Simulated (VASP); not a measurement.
Band structure of CaAlSiH (space group P3m1). All values below come from PBEsol GGA, VASP's PBE PAW potentials (set 64) (plane waves; VASP 6.6.1).

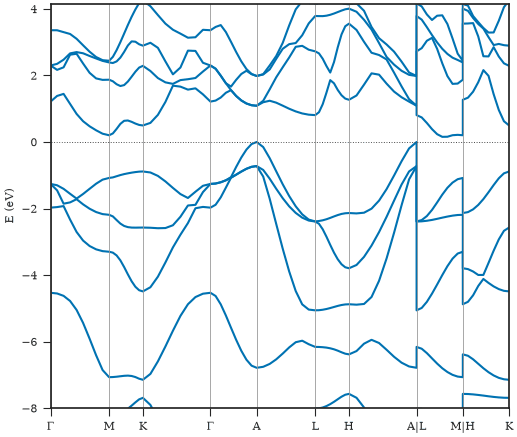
Bands along high-symmetry lines, zero at the valence-band maximum or, without a gap, the Fermi level

Question: Read the plot: is there a gap, and where are the band edges?

Answer: The gap is indirect, 0.15 eV, from the valence maximum at A to the conduction minimum at L-M at 0.56. (Edges off the drawn lines would not show.)

The structure comes from a computed database's CaAlSiH entry (P3m1); how it stands against other phases isn't given here. It was relaxed first.
